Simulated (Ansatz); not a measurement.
# A hypothetical structure for MgMn2Si2

Starting from a made-up structure for MgMn2Si2, the aim is the relaxed cell, its shortest contacts and, where a second run follows, its electronic structure.

Program: Ansatz 0.2.0. Level of theory: DFT, PBE, plane-wave PAW, default files, scalar-relativistic, ferromagnetic start, cell and ions relaxed at zero pressure, in the first sound run; inputs show where later runs differ. Results are calculated unless marked as measured.

### Step 1. The structure

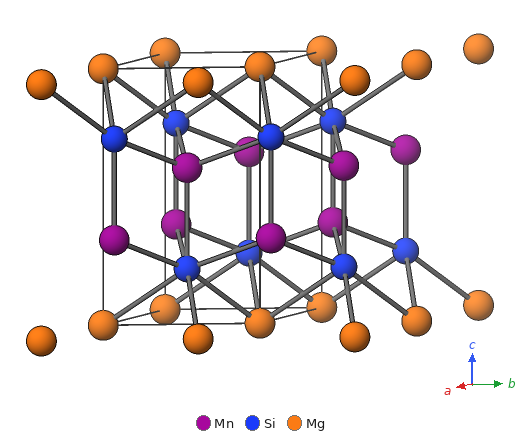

The starting structure, seen slightly off an axis (manganese purple, silicon blue, magnesium orange). 2×2×1 cells are drawn. Bonds to atoms that aren't drawn are left out. Some periodic images of atoms are drawn too.

### Step 2. Relaxing cell and atoms

The guessed cell has no reason to be at equilibrium. It is relaxed with the atoms, within the space group of the guess.

input.yaml reads:

```yaml
crystal:
  lattice:
    - [3.948, 0.0, 0.0]
    - [-1.974, 3.419068294, 0.0]
    - [0.0, 0.0, 6.45]
  atoms:
    - { symbol: Mn, position: [0.666666667, 0.333333333, 0.3703], spin: 4.0 }
    - { symbol: Mn, position: [0.333333333, 0.666666667, 0.6297], spin: 4.0 }
    - { symbol: Si, position: [0.666666667, 0.333333333, 0.7647] }
    - { symbol: Si, position: [0.333333333, 0.666666667, 0.2353] }
    - { symbol: Mg, position: [0.0, 0.0, 0.0] }
magnetization:
  spin_polarized: true
kpoints:
  mp_grid: { grid: [8, 8, 4] }
scf:
  occupations: { method: fermi_dirac, width: 0.05 }
hamiltonian:
  xc: pbe
  pseudopotentials: { kind: paw }
relax:
  f_tol: 0.015
  max_steps: 70
  cell: {}
output:
  forces: true
  stress: true
```

Run with:

```sh
> ansatz run input.yaml --threads 4 --pin off --max-ram 8192MiB --backend cpu --events-out ev --progress --plain --runs-dir out
```

Numbers of over 12 decimals in the logs are rounded to 6 here.

The program printed:

```text
Engine: ansatz 0.2.0, aarch64-unknown-linux-gnu
Pseudopotentials: kind: paw
Pseudopotential: Mn, paw, valence charge 15, recommended cutoff 420 eV (normal), Mn.paw.azcp
Pseudopotential: Si, paw, valence charge 4, recommended cutoff 420 eV (normal), Si.paw.azcp
Pseudopotential: Mg, paw, valence charge 10, recommended cutoff 420 eV (normal), Mg.paw.azcp
Functional definition: PBE
  parameter kappa = 0.804
  parameter beta = 0.066725
  exchange = pbe_x(kappa = kappa, mu = beta*pi^2/3)
  correlation = pbe_c(beta = beta)
Crystal: 5 atoms, lattice volume = 87.065 Å³
Basis set: ecut = 420 eV, 1737 PW (Γ), exchange–correlation on 54×54×90 points (8 copies of the dense FFT grid, shifted against one another)
Bands: 34, of which v1, the nominal top of the filled ones, is band 24 counted from 1 (23 counted from 0)
Symmetry: 12 space group operations
Space group: P-3m1 (ITA 164), of the structure as read, at distance tolerance 4.4e-5 Å
Magnetic group: BNS 164.85 (UNI 1315), of the structure as read, at distance tolerance 4.4e-5 Å
k-points: 35 of 256
Non-local potential: Mn, projectors of the file, l = 0: 3, l = 1: 2, l = 2: 3, l = 3: 1
Non-local potential: Si, projectors of the file, l = 0: 2, l = 1: 2, l = 2: 2
Non-local potential: Mg, projectors of the file, l = 0: 3, l = 1: 2, l = 2: 1
PAW form: soft (Blöchl's): semilocal exchange-correlation on the pseudo side does not see the compensation charge
PAW one-centre angular grid: Mn, 590 points (default); XC on 64 Gauss nodes
PAW one-centre angular grid: Si, 110 points (default); XC on 64 Gauss nodes
PAW one-centre angular grid: Mg, 110 points (default); XC on 64 Gauss nodes
Initial density: superposition of atomic densities (chi_scale 0.1, normalization cell)
Starting moments: Σ|m| = 8 μB on 2 of 5 sites
Initial wavefunctions: pseudopotential atomic-orbital guess
Functional: x = pbe(κ = 0.804, μ = 0.219515), c = pbe(β = 0.066725)
SCF iter   1: F=—  HF=-10991.572782 eV  |F-HF|=—  |Δ(HF+E_count)|=         —  Δρ=2.59e-2 (↑2.59e-2 ↓2.12e-2)  dr2=1.92e0  dr2_m=1.87e-1  M=6.811 μB ∫|m|=7.652 μB  β_m=0.30  ethr=3.10e-3  ⟨swp⟩=6.4  Hψ=9487  notcnv=0
Mixer restart at iter 1: flushing history
preconditioner: auto → Kerker (q_TF=auto, 2.471 Å⁻¹)  [metal: Δε(μ)=0.015 eV  Ē_g=6.683 eV  σ=0.050 eV  W_gap=0.08  n_scr=22 (ndim 8)  ℏωp=19.5 eV  f_vac=0.000  D(μ)=2.28/eV (n_scr^D=22)]
spin=Collinear: Kerker preconditioning applied to the charge; magnetization (m = ρ↑ − ρ↓) channel mixes plain (no charge-response kernel on spin).
SCF iter   2: F=—  HF=-10991.413521 eV  |F-HF|=—  |Δ(HF+E_count)|=   1.59e-1  Δρ=1.90e-2 (↑1.30e-2 ↓1.90e-2)  dr2=1.35e0  dr2_m=9.42e-2  M=6.705 μB ∫|m|=7.620 μB  β_m=0.52  ethr=3.10e-3  ⟨swp⟩=2.0  Hψ=3420  notcnv=0  defer=152
SCF iter   3: F=—  HF=-10991.845207 eV  |F-HF|=—  |Δ(HF+E_count)|=   4.32e-1  Δρ=1.64e-2 (↑8.19e-3 ↓1.64e-2)  dr2=9.13e-1  dr2_m=7.55e-2  M=6.447 μB ∫|m|=7.452 μB  β_m=0.54  ethr=2.81e-3  ⟨swp⟩=2.0  Hψ=2864  notcnv=0  defer=159
SCF iter   4: F=—  HF=-10992.049293 eV  |F-HF|=—  |Δ(HF+E_count)|=   2.04e-1  Δρ=1.01e-2 (↑5.23e-3 ↓1.01e-2)  dr2=3.43e-1  dr2_m=3.08e-2  M=6.154 μB ∫|m|=7.197 μB  β_m=0.74  ethr=1.90e-3  ⟨swp⟩=2.3  Hψ=3000  notcnv=0  defer=162
SCF iter   5: F=—  HF=-10992.097669 eV  |F-HF|=—  |Δ(HF+E_count)|=   4.84e-2  Δρ=1.12e-2 (↑1.12e-2 ↓2.44e-3)  dr2=1.15e-1  dr2_m=2.20e-2  M=5.642 μB ∫|m|=6.758 μB  β_m=0.87  ethr=7.14e-4  ⟨swp⟩=3.1  Hψ=4194  notcnv=0  defer=166
SCF iter   6: F=—  HF=-10992.145864 eV  |F-HF|=—  |Δ(HF+E_count)|=         —  Δρ=1.51e-2 (↑1.51e-2 ↓1.29e-2)  dr2=8.63e-3  dr2_m=1.55e-1  M=5.043 μB ∫|m|=6.260 μB  β_m=0.87  ethr=2.39e-4  ⟨swp⟩=2.1  Hψ=3536  notcnv=0  defer=168
Mixer restart at iter 6: flushing history
SCF iter   7: F=—  HF=-10992.137632 eV  |F-HF|=—  |Δ(HF+E_count)|=   8.23e-3  Δρ=7.51e-3 (↑3.03e-3 ↓7.51e-3)  dr2=2.60e-2  dr2_m=2.14e-2  M=4.890 μB ∫|m|=6.136 μB  β_m=0.94  ethr=1.80e-5  ⟨swp⟩=2.0  Hψ=4762  notcnv=0  defer=168
SCF iter   8: F=—  HF=-10992.165804 eV  |F-HF|=—  |Δ(HF+E_count)|=   2.82e-2  Δρ=1.34e-2 (↑1.34e-2 ↓3.13e-3)  dr2=7.43e-2  dr2_m=4.90e-2  M=4.645 μB ∫|m|=5.888 μB  β_m=0.50  ethr=1.80e-5  ⟨swp⟩=2.9  Hψ=5065  notcnv=0  defer=168  recentre
SCF iter   9: F=—  HF=-10992.139521 eV  |F-HF|=—  |Δ(HF+E_count)|=   2.63e-2  Δρ=2.70e-3 (↑1.18e-3 ↓2.70e-3)  dr2=4.95e-3  dr2_m=2.88e-3  M=4.732 μB ∫|m|=5.987 μB  β_m=0.65  ethr=1.80e-5  ⟨swp⟩=2.2  Hψ=4959  notcnv=0  defer=180
SCF iter  10: F=—  HF=-10992.138942 eV  |F-HF|=—  |Δ(HF+E_count)|=   5.79e-4  Δρ=2.17e-4 (↑1.42e-4 ↓2.17e-4)  dr2=9.80e-5  dr2_m=4.43e-6  M=4.674 μB ∫|m|=5.924 μB  β_m=0.78  ethr=1.03e-5  ⟨swp⟩=1.8  Hψ=3415  notcnv=0  defer=180
SCF iter  11: F=—  HF=-10992.139048 eV  |F-HF|=—  |Δ(HF+E_count)|=   1.06e-4  Δρ=1.75e-4 (↑1.75e-4 ↓6.55e-5)  dr2=4.74e-5  dr2_m=4.12e-6  M=4.684 μB ∫|m|=5.933 μB  β_m=0.89  ethr=2.04e-7  ⟨swp⟩=1.9  Hψ=2893  notcnv=0  defer=180
SCF iter  12: F=—  HF=-10992.139054 eV  |F-HF|=—  |Δ(HF+E_count)|=   5.54e-6  Δρ=4.51e-5 (↑4.51e-5 ↓1.53e-5)  dr2=2.73e-6  dr2_m=2.85e-7  M=4.686 μB ∫|m|=5.934 μB  β_m=0.95  ethr=9.87e-8  ⟨swp⟩=2.0  Hψ=3122  notcnv=0  defer=180
SCF iter  13: F=—  HF=-10992.139054 eV  |F-HF|=—  |Δ(HF+E_count)|=   1.91e-7  Δρ=1.45e-5 (↑1.45e-5 ↓1.33e-5)  dr2=7.65e-7  dr2_m=5.18e-9  M=4.686 μB ∫|m|=5.935 μB  β_m=0.97  ethr=5.68e-9  ⟨swp⟩=1.3  Hψ=2413  notcnv=0  defer=180
SCF iter  14: F=—  HF=-10992.139054 eV  |F-HF|=—  |Δ(HF+E_count)|=   1.55e-8  Δρ=3.28e-6 (↑1.60e-6 ↓3.28e-6)  dr2=2.24e-8  dr2_m=1.52e-9  M=4.686 μB ∫|m|=5.934 μB  β_m=0.96  ethr=1.59e-9  ⟨swp⟩=2.1  Hψ=2877  notcnv=0  defer=180
SCF iter  15: F=-10992.139054 eV  HF=-10992.139054 eV  |F-HF|=1.28e-9  |Δ(HF+E_count)|=  2.26e-10  Δρ=6.98e-7 (↑6.98e-7 ↓4.97e-7)  dr2=1.78e-9  dr2_m=5.55e-11  M=4.685 μB ∫|m|=5.934 μB  ethr=4.68e-11  ⟨swp⟩=2.0  Hψ=7098  notcnv=0
SCF 1 converged in 15 iterations: F = -10992.139054 eV  dr2 = 1.78e-9
  greatest PAW one-centre occupation: 1.001 electrons in one spin orbital (limit 2), on the Mn atom at site 1 (counted from 0), in its partial waves of l = 1
relax step   1: F+E_penalty+E_count = -10992.13905385 eV  Δ(F+E_penalty+E_count) = +0.000e0 eV  max|allowed force component| = 1.548e0 eV/Å  Δτ_max = 0.0000 Å  P = -5.612 GPa  Ω = 87.065 Å³  (15 SCF iters, dr2 threshold 1.00e-7 eV, accepted)
Crystal: 5 atoms, lattice volume = 85.023 Å³
Basis set: ecut = 420 eV, 1701 PW (Γ), exchange–correlation on 54×54×90 points (8 copies of the dense FFT grid, shifted against one another)
Initial density: handed on by an earlier stage of this run
[...]
SCF iter   9: F=—  HF=-10992.550491 eV  |F-HF|=—  |Δ(HF+E_count)|=   8.21e-7  Δρ=9.15e-6 (↑9.15e-6 ↓5.29e-6)  dr2=2.52e-7  dr2_m=4.22e-9  M=4.149 μB ∫|m|=4.914 μB  β_m=0.95  ethr=1.33e-8  ⟨swp⟩=2.1  Hψ=2817  notcnv=0  defer=43
SCF iter  10: F=-10992.550491 eV  HF=-10992.550491 eV  |F-HF|=7.99e-8  |Δ(HF+E_count)|=   1.35e-8  Δρ=5.09e-6 (↑4.92e-6 ↓5.09e-6)  dr2=9.88e-8  dr2_m=1.47e-10  M=4.149 μB ∫|m|=4.914 μB  ethr=5.24e-10  ⟨swp⟩=2.4  Hψ=7737  notcnv=0
SCF 3 converged in 10 iterations: F = -10992.550491 eV  dr2 = 9.88e-8
relax step   3: F+E_penalty+E_count = -10992.55049097 eV  Δ(F+E_penalty+E_count) = -7.256e-2 eV  max|allowed force component| = 3.503e-1 eV/Å  Δτ_max = 0.0953 Å  P = +3.362 GPa  Ω = 79.937 Å³  energy of the carried Pulay correction = +1.289e-3 eV  (10 SCF iters, dr2 threshold 5.00e-7 eV, accepted)
[...]
relax step   4: F+E_penalty+E_count = -10992.58130747 eV  Δ(F+E_penalty+E_count) = -3.082e-2 eV  max|allowed force component| = 2.076e-2 eV/Å  Δτ_max = 0.0219 Å  P = +0.109 GPa  Ω = 82.102 Å³  energy of the carried Pulay correction = +8.858e-4 eV  (9 SCF iters, dr2 threshold 5.00e-7 eV, accepted)
[...]
relax step   5: F+E_penalty+E_count = -10992.58188506 eV  Δ(F+E_penalty+E_count) = -5.776e-4 eV  max|allowed force component| = 1.430e-2 eV/Å  Δτ_max = 0.0029 Å  P = +0.013 GPa  Ω = 82.105 Å³  energy of the carried Pulay correction = +8.854e-4 eV  (8 SCF iters, dr2 threshold 2.25e-7 eV, accepted)
[...]
relax step   6: F+E_penalty+E_count = -10992.58199236 eV  Δ(F+E_penalty+E_count) = -1.073e-4 eV  max|allowed force component| = 3.834e-3 eV/Å  Δτ_max = 0.0045 Å  P = -0.005 GPa  Ω = 82.059 Å³  energy of the carried Pulay correction = +8.939e-4 eV  (11 SCF iters, accepted)
Initial wavefunctions: pseudopotential atomic-orbital guess (no wavefunctions were taken with the density)
iter 1 solved again at ethr=1.49e-7 eV; its pass at ethr=3.10e-3 eV (dr2=7.15e-5 eV) is discarded
SCF iter   1: F=—  HF=-10992.581205 eV  |F-HF|=—  |Δ(HF+E_count)|=         —  Δρ=5.19e-5 (↑4.53e-5 ↓5.19e-5)  dr2=5.28e-6  dr2_m=2.80e-7  M=4.251 μB ∫|m|=5.115 μB  β_m=0.65  ethr=1.49e-7  ⟨swp⟩=3.1  Hψ=16302  notcnv=0
preconditioner: auto → none  [metal: Δε(μ)=0.053 eV  Ē_g=6.483 eV  σ=0.050 eV  W_gap=0.26  n_scr=8 (ndim 8)  ℏωp=20.1 eV  f_vac=0.000  D(μ)=2.65/eV (n_scr^D=22)]
SCF iter   2: F=—  HF=-10992.581204 eV  |F-HF|=—  |Δ(HF+E_count)|=   1.22e-6  Δρ=5.52e-5 (↑5.52e-5 ↓2.55e-5)  dr2=6.52e-6  dr2_m=2.82e-7  M=4.252 μB ∫|m|=5.115 μB  β_m=0.36  ethr=1.10e-8  ⟨swp⟩=2.0  Hψ=3230  notcnv=0
SCF iter   3: F=—  HF=-10992.581204 eV  |F-HF|=—  |Δ(HF+E_count)|=   3.73e-7  Δρ=1.80e-5 (↑1.36e-5 ↓1.80e-5)  dr2=2.50e-7  dr2_m=5.00e-8  M=4.251 μB ∫|m|=5.115 μB  β_m=0.41  ethr=1.10e-8  ⟨swp⟩=2.0  Hψ=3087  notcnv=0
SCF iter   4: F=—  HF=-10992.581205 eV  |F-HF|=—  |Δ(HF+E_count)|=   5.66e-7  Δρ=8.11e-6 (↑4.78e-6 ↓8.11e-6)  dr2=7.56e-8  dr2_m=1.72e-8  M=4.251 μB ∫|m|=5.115 μB  β_m=0.71  ethr=5.21e-10  ⟨swp⟩=2.8  Hψ=4079  notcnv=0
SCF iter   5: F=—  HF=-10992.581205 eV  |F-HF|=—  |Δ(HF+E_count)|=   6.70e-7  Δρ=7.00e-6 (↑3.21e-6 ↓7.00e-6)  dr2=9.10e-8  dr2_m=4.34e-9  M=4.251 μB ∫|m|=5.115 μB  β_m=0.71  ethr=1.58e-10  ⟨swp⟩=2.0  Hψ=3265  notcnv=0
SCF iter   6: F=—  HF=-10992.581206 eV  |F-HF|=—  |Δ(HF+E_count)|=   3.85e-7  Δρ=7.87e-6 (↑7.87e-6 ↓1.62e-6)  dr2=4.32e-8  dr2_m=1.20e-8  M=4.251 μB ∫|m|=5.114 μB  β_m=0.65  ethr=1.58e-10  ⟨swp⟩=2.7  Hψ=4230  notcnv=0
SCF iter   7: F=—  HF=-10992.581206 eV  |F-HF|=—  |Δ(HF+E_count)|=   1.24e-8  Δρ=2.98e-6 (↑2.98e-6 ↓5.99e-7)  dr2=7.08e-9  dr2_m=1.45e-9  M=4.251 μB ∫|m|=5.114 μB  β_m=0.68  ethr=9.01e-11  ⟨swp⟩=2.2  Hψ=2886  notcnv=0
SCF iter   8: F=—  HF=-10992.581206 eV  |F-HF|=—  |Δ(HF+E_count)|=   2.30e-9  Δρ=6.51e-7 (↑6.51e-7 ↓1.57e-7)  dr2=3.91e-10  dr2_m=6.75e-11  M=4.251 μB ∫|m|=5.114 μB  β_m=0.80  ethr=1.47e-11  ⟨swp⟩=2.0  Hψ=2946  notcnv=0
SCF iter   9: F=—  HF=-10992.581206 eV  |F-HF|=—  |Δ(HF+E_count)|=  2.16e-10  Δρ=1.24e-7 (↑1.24e-7 ↓6.23e-8)  dr2=3.01e-11  dr2_m=9.10e-13  M=4.251 μB ∫|m|=5.114 μB  β_m=0.84  ethr=1.00e-12  ⟨swp⟩=2.2  Hψ=3307  notcnv=0
SCF iter  10: F=—  HF=-10992.581206 eV  |F-HF|=—  |Δ(HF+E_count)|=  6.00e-11  Δρ=2.32e-8 (↑2.32e-8 ↓1.85e-8)  dr2=1.69e-12  dr2_m=1.15e-14  M=4.251 μB ∫|m|=5.114 μB  β_m=0.83  ethr=1.00e-12  ⟨swp⟩=1.8  Hψ=2525  notcnv=0
SCF iter  11: F=-10992.581206 eV  HF=-10992.581206 eV  |F-HF|=1.82e-12  |Δ(HF+E_count)|=  3.64e-12  Δρ=2.19e-8 (↑2.19e-8 ↓2.16e-8)  dr2=1.86e-12  dr2_m=4.57e-15  M=4.251 μB ∫|m|=5.114 μB  ethr=1.00e-12  ⟨swp⟩=2.2  Hψ=5957  notcnv=0
SCF 7 converged in 11 iterations: F = -10992.581206 eV  dr2 = 1.86e-12
relax step   7: F+E_penalty+E_count = -10992.58120561 eV  Δ(F+E_penalty+E_count) = +7.867e-4 eV  max|allowed force component| = 3.919e-3 eV/Å  Δτ_max = 0.0000 Å  P = -0.009 GPa  Ω = 82.059 Å³  stress off target by 2.40e-2 GPa  SCF on the basis re-selected at this cell (its energy is not comparable with the rows above)  (11 SCF iters)
basis re-selected at this cell: Δ(F+E_penalty+E_count) = +7.867e-4 eV, ΔP = -0.003 GPa vs the last step (what re-selecting the basis moved, of the pressure what is left beyond the Pulay correction that the steps carried, after the strain that the cell walked since its last selection, with what the two solves' SCF thresholds leave and, on support functions, any second-order correction that the steps lacked; it is no m [...]
SCF converged after 11 iterations
Magnetization: 4.2510 μB (26.1255 up, 21.8745 down)
Absolute magnetization: 5.1148 μB (∫|ρ↑−ρ↓|, with the PAW one-centre terms)
Spin contamination: 0.2276 ħ² per cell (⟨S²⟩ above its minimum at these occupations)
Per-site moments (μB) at R_I (Å): [(2.099137, 0.961955), (2.099137, 0.961955), (-0.110360, 0.961955), (-0.110360, 0.961955), (-0.016628, 1.148362)]
Free energy (F): -10992.581206 eV
Harris-Foulkes:  -10992.581206 eV  (|F-HF|=1.82e-12)
Internal energy: -10992.558194 eV  (E = F + TS)
E sigma→0 (E₀):  -10992.569700 eV
Entropy (-TS):   -0.023012 eV (-4.602 meV/atom)
Fermi energy:    9.759409 eV
--- Per-component energies (eV) ---
  E_band       = -897.353847
  E_kinetic    = 770.899257
  E_local      = -6649.417836  (includes V_loc(G=0)·N_el)
  E_nonlocal   = 632.601265
  E_hartree    = 2702.729807
  E_xc         = -368.018657
  E_vxc        = -423.531017  (∫ρ·V_xc dr)
  E_paw        = -3919.599838  (= ΣΔE_a)
  E_vpaw       = -633.365249  (= ΣTr[D̂ρ^β])
  E_aug_tail   = -0.000005  (compensation charges beyond the density's cutoff)
  E_ewald      = -4161.752186
  E_smearing   = -0.023012  (= −TS)
  E_closure    = -0.000000  (closes the sum)
  Σ components = -10992.581206   (vs F -10992.581206, Δ=0.00e0)
--- Forces (eV/Å), atoms counted from 1 ---
  atom   1  Mn     0.00000000    -0.00000000     0.00099732
  atom   2  Mn     0.00000000     0.00000000    -0.00099732
  atom   3  Si    -0.00000000    -0.00000000    -0.00391871
  atom   4  Si     0.00000000     0.00000000     0.00391871
  atom   5  Mg    -0.00000000     0.00000000     0.00000000
  max |Σ_I F_I| component: 1.85e-17 eV/Å
--- Stress (GPa, compression-positive) ---
       -0.001417      -0.000000       0.000000
       -0.000000      -0.001417       0.000000
        0.000000       0.000000      -0.023961
  P = ⅓ Tr σ = -0.0089 GPa (-0.089 kbar)
--- Relaxed structure (6 steps of the walk, 6 accepted, 1 SCFs on fresh bases) ---
  F+E_penalty+E_count = -10992.58120561 eV   max|allowed force component| = 3.919e-3 eV/Å   (the final SCF, on the basis selected at the relaxed cell)
  cell:  # Å, volume = 82.0586 Å³
    - [3.913083, 0, 0]
    - [-1.956541, 3.388829, 0]
    - [0, 0, 6.188076]
  atoms:
    - { symbol: Mn, position: [0.666667, 0.333333, 0.356296] }
    - { symbol: Mn, position: [0.333333, 0.666667, 0.643704] }
    - { symbol: Si, position: [0.666667, 0.333333, 0.737128] }
    - { symbol: Si, position: [0.333333, 0.666667, 0.262872] }
    - { symbol: Mg, position: [0, 0, -8.202955971673276e-19] }
```

Elapsed: 22 s, on 4 threads of Arm Neoverse V2, shared host; peak memory 0.52 GiB.

Step by step:

| step | energy less that of the first step (eV) | largest force component (eV/Å) | pressure (GPa) | volume (Å³) |
| --- | --- | --- | --- | --- |
| 1 | 0.0000 | 1.5480 | -5.61 | 87.07 |
| 2 | -0.3389 | 0.7406 | -3.72 | 85.02 |
| 3 | -0.4114 | 0.3503 | 3.36 | 79.94 |
| 4 | -0.4423 | 0.0208 | 0.11 | 82.10 |
| 5 | -0.4428 | 0.0143 | 0.01 | 82.10 |
| 6 | -0.4429 | 0.0038 | -0.01 | 82.06 |
| 7* | -0.4422 | 0.0039 | -0.01 | 82.06 |

Relaxation steps marked * repeat the geometry before them on a plane-wave basis chosen anew for their cell, so energy and pressure can jump there.

The run keeps the 12 symmetry operations that it works with, so distortions that break them were not tested.

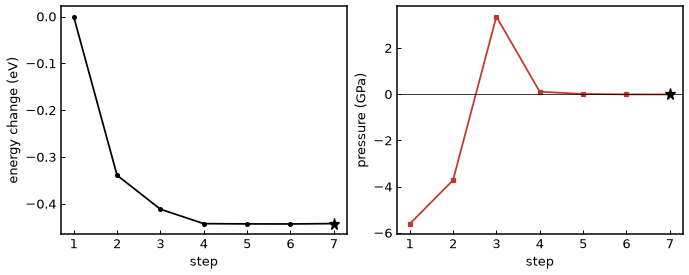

Energy and pressure along the relaxation. Stars mark steps on a basis chosen anew.

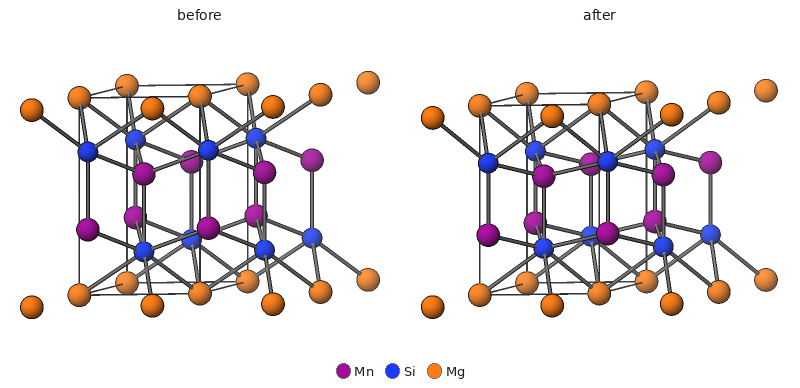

Before and after, at one scale. Bonds to atoms that aren't drawn are left out.

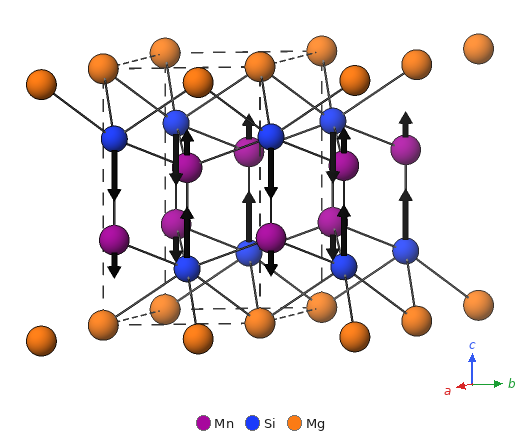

Displacements in the relaxation, exaggerated, measured against the changing cell; the longest in the cell stands for 0.17 Å. Bonds to atoms that aren't drawn are left out. 2×2×1 cells are drawn. Some periodic images of atoms are drawn too.

| conventional cell, symmetrised | before | after | change |
| --- | --- | --- | --- |
| a (Å) | 3.948 | 3.913 | -0.9 % |
| b (Å) | 3.948 | 3.913 | -0.9 % |
| c (Å) | 6.450 | 6.188 | -4.1 % |
| volume (Å³/atom) | 17.41 | 16.41 | -5.8 % |

The atoms that moved most (Å, as changes of fractional coordinates times the final cell):

| atom | dx | dy | dz | length |
| --- | --- | --- | --- | --- |
| Si4 | 0.000 | 0.000 | 0.171 | 0.171 |
| Si3 | 0.000 | 0.000 | -0.171 | 0.171 |
| Mn2 | 0.000 | 0.000 | 0.087 | 0.087 |
| Mn1 | 0.000 | 0.000 | -0.087 | 0.087 |

Numbers from this step:

* free energy: -10992.5812 eV
* energy at zero smearing: -10992.5697 eV
* smearing term TS: 0.02301 eV
* Fermi energy: 9.759 eV
* magnetization: 4.251 μB
* absolute magnetization: 5.115 μB
* site moments: 2.099, 2.099, -0.1104, -0.1104, -0.01663 μB
* electrons: 48
* symmetry operations: 12
* pressure: -0.008932 GPa

Site moment by atom:

| atom | site moment (μB) |
| --- | --- |
| Mn1 | 2.10 |
| Mn2 | 2.10 |
| Si3 | -0.11 |
| Si4 | -0.11 |
| Mg5 | -0.02 |

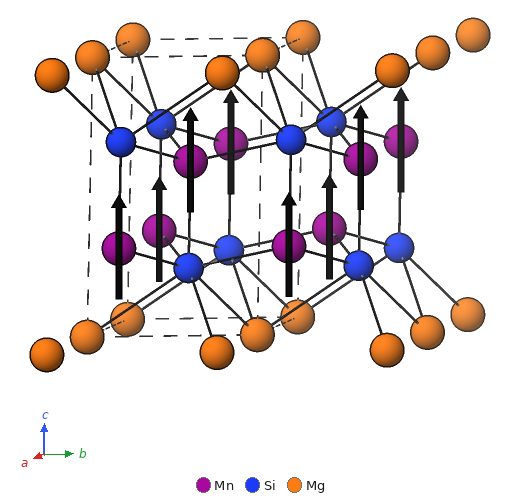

Site moment as arrows, the longest 2.10 μB. Up and down stand for the sign. Arrows give size and sign along the axis of quantisation, drawn up and down the page. Bonds to atoms that aren't drawn are left out. 2×2×1 cells are drawn. Some periodic images of atoms are drawn too.

The shortest distance of each pair, which need not be the same contact before and after:

| pair | guess (Å) | relaxed (Å) |
| --- | --- | --- |
| Mn–Si | 2.440 | 2.332 |
| Mg–Si | 2.738 | 2.784 |
| Mn–Mn | 2.828 | 2.875 |
| Mg–Mn | 3.302 | 3.157 |
| Si–Si | 3.796 | 3.704 |

The relaxation ends with a largest force component of 0.0039 eV/Å and a pressure of -0.01 GPa.

(Continued in part 2 of 2.)

[Logs are printed without paths, hosts, clocks, repeated set-up lines and the standing remarks that a program may print on its own settings, such as how far it seeks lower states.]

[Hosts, paths, dates, database ids (printed as entryN), source tags and the programs' standing remarks are cut or masked in the printed files.]
